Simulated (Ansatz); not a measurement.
# [SiF3]− (SMILES F[Si-](F)F) at 6 levels

We compute a comparison of 6 runs (HSE06/STO-3G, UB3LYP/STO-3G, r2SCAN/STO-3G, RPA@PBE/STO-3G, CCSDT/STO-3G, CCSD(T)/STO-3G) of [SiF3]−. 

The results are computed with Ansatz 0.2.0.

5 further runs of the same task are left out: 4 that didn't finish, 1 set aside as unsound or not needed.

### 1 The system as given

The species is [SiF3]− (4 atoms), meant as a singlet with charge -1. As SMILES, `F[Si-](F)F`. The F4–Si1 distance was set to 2.545 Å, away from the relaxed value. At this shape a bond of the SMILES string is far longer than usual.

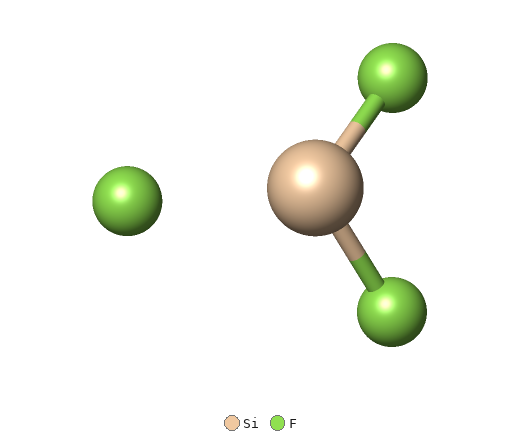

Viewed from a chosen angle; silicon light orange, fluorine green.

### 2 A single-point energy at HSE06/STO-3G (run 1)

File molecule.yaml:

```yaml
crystal:
  periodic: [false, false, false]
  atoms:
    - symbol: Si
      position_ang: [0.361558, 0.621182, 1.140223]
    - symbol: F
      position_ang: [1.794338, 0.584452, 0.238223]
    - symbol: F
      position_ang: [-0.321282, 1.865662, 0.212363]
    - symbol: F
      position_ang: [-0.736530, -1.225060, -0.225300]
basis:
  gaussian:
    orbitals: STO-3G
total_charge: -1
hamiltonian:
  xc: hse06
accuracy: high
```

Run with:

```bash
$ ansatz run molecule.yaml --threads 1 --pin off --max-ram 2610MiB --events-out events.jsonl --progress --plain --runs-dir runs
```

Output:

```text
Warning: RAYON_NUM_THREADS=1 ignored (pool sized by the plan → 1); use --threads N
Functional definition: HSE06
  name "HSE06"
  parameter a = 0.25
  parameter omega = 0.11/bohr
  exchange = pbe_x - a*pbe_x_sr(omega) + a*exact_x_sr(omega)
  correlation = pbe_c
437 factors; integrals over basis functions are off by at most 3.3e-8 eV
54 factors; integrals over basis functions are off by at most 7.3e-10 eV
mean field evaluation 1: about -15799.2162 eV, gradient 1.5e1 eV
mean field evaluation 2: about -15514.4061 eV, gradient 2.5e2 eV
mean field evaluation 4: about -15796.2005 eV, gradient 3.4e1 eV
mean field evaluation 8: about -15802.0981 eV, gradient 2.2e-1 eV
mean field -15802.09853640 eV, -580.7164101656 hartree, gradient 1.8e-8 eV, S^2 0.000000; 0 other end points of the search recorded, 0 dependent functions left out
reference -15802.09853766 eV, -580.7164102118 hartree; 21, 21 occupied and 3, 3 virtual orbitals, 437 factors
Total energy: -15802.09853766 eV, -580.7164102118 hartree
```

Run time: 0.66 s. Hardware: 1 thread of AMD EPYC 9R45 (Zen 5), shared host; peak memory 0.12 GiB.

### 3 A single-point energy at UB3LYP/STO-3G (run 2)

File molecule.yaml:

```yaml
crystal:
  periodic: [false, false, false]
  atoms:
    - {symbol: Si, position_ang: [0.361558, 0.621182, 1.140223]}
    - {symbol: F, position_ang: [1.794338, 0.584452, 0.238223]}
    - {symbol: F, position_ang: [-0.321282, 1.865662, 0.212363]}
    - {symbol: F, position_ang: [-0.736530, -1.225060, -0.225300]}
basis:
  gaussian: {orbitals: STO-3G}
total_charge: -1
magnetization: {spin_polarized: true, initial_magnetization: 0}
hamiltonian: {xc: {name: B3LYP}}
accuracy: high
```

Run with:

```bash
$ ansatz run molecule.yaml --threads 1 --pin off --max-ram 2610MiB --events-out events.jsonl --progress --plain --runs-dir runs
```

Output:

```text
Warning: RAYON_NUM_THREADS=1 ignored (pool sized by the plan → 1); use --threads N
Functional definition: B3LYP
  name "B3LYP"
  parameter a0 = 0.2
  parameter ax = 0.72
  parameter ac = 0.81
  exchange = (1 - a0 - ax)*slater_x + ax*b88_x + a0*exact_x
  correlation = (1 - ac)*vwn_rpa_c + ac*lyp_c
437 factors; integrals over basis functions are off by at most 3.3e-8 eV
mean field evaluation 1: about -15808.6518 eV, gradient 1.1e1 eV
mean field evaluation 2: about -15526.6032 eV, gradient 1.8e2 eV
mean field evaluation 4: about -15806.5811 eV, gradient 2.3e1 eV
mean field evaluation 8: about -15811.6436 eV, gradient 8.5e-2 eV
mean field evaluation 16: about -15811.6222 eV, gradient 6.5e-1 eV
mean field evaluation 32: about -15811.5354 eV, gradient 1.5e0 eV
mean field -15811.64431998 eV, -581.0672112419 hartree, gradient 2.4e-8 eV, S^2 0.028173; 5 other end points of the search recorded, 0 dependent functions left out
reference -15811.64434093 eV, -581.0672120117 hartree; 21, 21 occupied and 3, 3 virtual orbitals, 437 factors
Total energy: -15811.64434093 eV, -581.0672120117 hartree
```

It took 1.9 s on 1 thread of AMD EPYC 9R45 (Zen 5), shared host; peak memory 0.16 GiB.

Run 3 isn't shown in full; the table further down has it.

### 4 The energy at RPA@PBE/STO-3G (run 4)

File run.yaml:

```yaml
crystal:
  periodic: [false, false, false]
  atoms:
    - {symbol: Si, position_ang: [0.361558, 0.621182, 1.140223]}
    - {symbol: F, position_ang: [1.794338, 0.584452, 0.238223]}
    - {symbol: F, position_ang: [-0.321282, 1.865662, 0.212363]}
    - {symbol: F, position_ang: [-0.736530, -1.225060, -0.225300]}
basis:
  gaussian: {orbitals: STO-3G}
total_charge: -1
hamiltonian: {xc: pbe}
correlation: {method: rpa, frozen_orbitals: {F: 1, Si: 5}}
accuracy: high
```

Run with:

```bash
$ ansatz run run.yaml --threads 1 --pin off --max-ram 2610MiB --events-out events.jsonl --progress --plain --runs-dir runs
```

Output (excerpt; [...] marks lines left out):

```text
Warning: RAYON_NUM_THREADS=1 ignored (pool sized by the plan → 1); use --threads N
Functional definition: PBE
  name "PBE"
[...]
437 factors; integrals over basis functions are off by at most 3.3e-8 eV
[...]
mean field -15800.26563408 eV, -580.6490522478 hartree, gradient 2.5e-8 eV, S^2 0.000000; 2 other end points of the search recorded, 0 dependent functions left out
8 core orbitals not correlated: weight in the atoms' cores, before any rotation towards them, 1.000 or more for the frozen orbitals, at most 0.000 for the correlated occupied ones
reference -15765.81387648 eV, -579.3829735081 hartree; 13, 13 occupied and 3, 3 virtual orbitals, 437 factors
Total energy: -15772.72474752 eV, -579.6369433345 hartree
```

Wall time 0.88 s (1 thread of AMD EPYC 9R45 (Zen 5), shared host); peak memory 0.12 GiB.

Run 5 isn't shown in full; the table further down has it.

### 5 A single-point energy at CCSD(T)/STO-3G (run 6)

File molecule.yaml:

```yaml
crystal:
  periodic: [false, false, false]
  atoms:
    - symbol: Si
      position_ang: [0.361558, 0.621182, 1.140223]
    - symbol: F
      position_ang: [1.794338, 0.584452, 0.238223]
    - symbol: F
      position_ang: [-0.321282, 1.865662, 0.212363]
    - symbol: F
      position_ang: [-0.736530, -1.225060, -0.225300]
basis:
  gaussian: {orbitals: STO-3G}
total_charge: -1
correlation: {method: ccsd_t, frozen_orbitals: {F: 1, Si: 5}}
accuracy: high
scf: {omitted_lower_state_checks: [cluster_reference, increment]}
```

Run with:

```bash
$ ansatz run molecule.yaml --threads 1 --pin off --max-ram 2610MiB --events-out events.jsonl --progress --plain --runs-dir runs
```

Output (excerpt; [...] marks lines left out):

```text
Warning: RAYON_NUM_THREADS=1 ignored (pool sized by the plan → 1); use --threads N
Functional definition: HF
  name "HF"
[...]
437 factors; integrals over basis functions are off by at most 3.3e-8 eV
[...]
mean field -15767.36951749 eV, -579.4401422607 hartree, gradient 1.5e-8 eV, S^2 0.000000; 0 other end points of the search recorded, 0 dependent functions left out; unrestricted orbitals would lower it
8 core orbitals not correlated: weight in the atoms' cores, before any rotation towards them, 1.000 or more for the frozen orbitals, at most 0.000 for the correlated occupied ones
reference -15767.36951749 eV, -579.4401422607 hartree; 13, 13 occupied and 3, 3 virtual orbitals, 437 factors
second order -2.39466473 eV of doubles, -0.00000000 eV of singles
cycle   1  -2.48814183 eV  change   -2.7e-1 eV  update   1.4e-1
[...]
cycle  33  -3.13592869 eV  change    2.5e-9 eV  update   1.7e-9
perturbative correction -0.15648232 eV, -0.0057506191 hartree
WARN: these amplitudes may be one of several solutions (largest doubles amplitude 0.34, level shift 1.37 eV)
Total energy: -15770.66192850 eV, -579.5611361337 hartree
Checks for a lower state left out: cluster_reference, increment
```

It took 0.14 s on 1 thread of AMD EPYC 9R45 (Zen 5), shared host.

### 6 Overview of the runs

| run | level | frozen core orbitals | energy (Eh) | wall time |
| --- | --- | --- | --- | --- |
| 1 | HSE06/STO-3G | – | -580.716410 | 0.66 s |
| 2 | UB3LYP/STO-3G | – | -581.067212 | 1.9 s |
| 3 | r2SCAN/STO-3G | – | -581.007185 | 1 s |
| 4 | RPA@PBE/STO-3G | 8 | -579.636943 | 0.88 s |
| 5 | CCSDT/STO-3G | 8 | -579.561167 | 0.38 s |
| 6 | CCSD(T)/STO-3G | 8 | -579.561136 | 0.14 s |

### 7 Results

```
                                          quantity          value
                               run 6: total energy  -579.56114 Eh
run 6: correlation energy (8 core orbitals frozen)     -121.0 mEh
                             run 6: (T) correction      -5.75 mEh
                              run 6: T1 diagnostic          0.034
```

In words: Totals of different functionals can't be ranked against each other. In run 6 the T1 diagnostic is large, so a single reference may not serve. In runs 5, 6 the log says that unrestricted orbitals would lower the reference, so the values rest on an unstable closed-shell determinant (other closed-shell runs at this shape may share the fault). In runs 1, 2, 3, 4, 5, 6 the basis is minimal, so the values are rough. All runs together took 5 s, the longest 1.9 s.
